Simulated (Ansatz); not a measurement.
```xyz
6

N    -0.1551    1.1570   -0.3423
C    -0.1897    0.2240    0.5345
B     0.1990   -1.2455    0.2482
O     0.5142   -2.3793   -0.0305
H     0.1613    0.8148   -1.2575
H    -0.5190    0.5017    1.5497
```

Level of theory: RKS r2SCAN-D4/def2-SVPD in Ansatz 0.2.0.

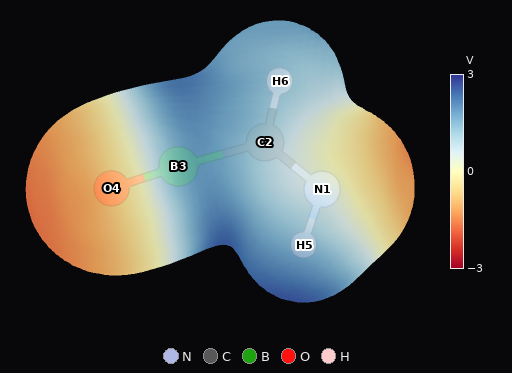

CH2BNO. The electrostatic potential painted on the density surface at 0.004 e/bohr³, seen at a tilt; the colour scale runs from red (negative) to blue (positive).

Question: Describe the electrostatic potential map.

Answer: The most negative region (about −1.7 V, or −39 kcal/mol for a unit charge) lies over O4, the most positive (about +2.6 V, or +60 kcal/mol for a unit charge) over B3 and H5. O4 is the likeliest acceptor of a hydrogen bond.
